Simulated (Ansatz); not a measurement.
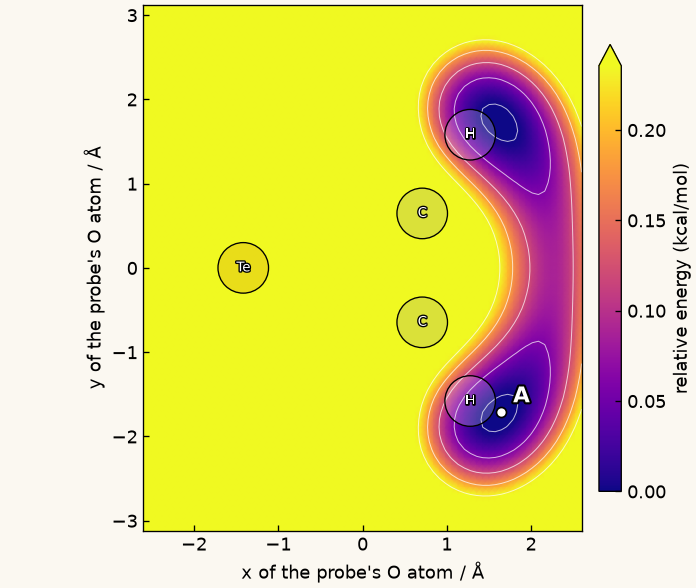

C₂H₂Te (SMILES C1=C[Te]1) with the probe H2O. The probe is moved over a plane parallel to the molecule's main plane, 3.10 Å above it. The first coordinate is: x of the probe's O atom; the second: y of the probe's O atom. Nothing is relaxed (molecule and probe rigid, the probe upright with O nearest the plane). The grid has 11 × 13 points; 77 points were computed and 66 follow by symmetry. All energies are given in kcal/mol relative to the lowest grid point. Level of theory: RKS PBE-D4/def2-SVPD in Ansatz 0.2.0.

The picture shows a smooth colour map with a few white contour lines, labelled circles for the molecule's atoms, projected on the plane, one colour for all values above the top of the scale, the point A. Between grid points the surface is interpolated.

**What is the easiest way out of the well at A, and how high is the barrier?**

The easiest path leads from the well at about x of the probe's O atom = 1.65 Å, y of the probe's O atom = −1.71 Å to a well of about the same depth at about x of the probe's O atom = 1.65 Å, y of the probe's O atom = 1.71 Å. Its highest point lies about 0.098 kcal/mol above the bottom of the first well on the interpolated surface, at about x of the probe's O atom = 2.25 Å, y of the probe's O atom = 0.00 Å. This is the barrier on the constrained surface; relaxing the other coordinates would change it.

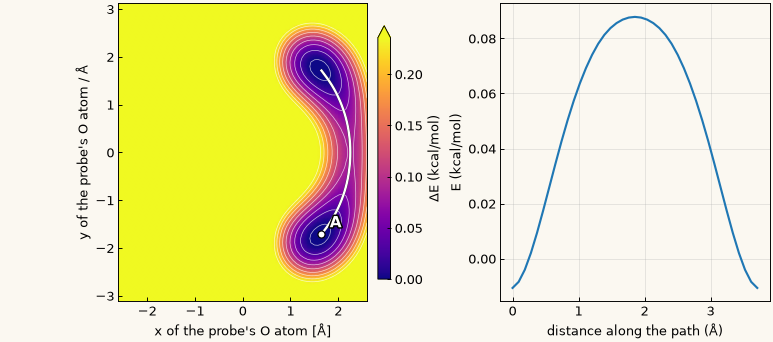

Drawn: a smooth colour map with a few white contour lines, a line along the lowest path, one colour for all values above the top of the scale, the energy along the path at the right. Between grid points the surface is interpolated.
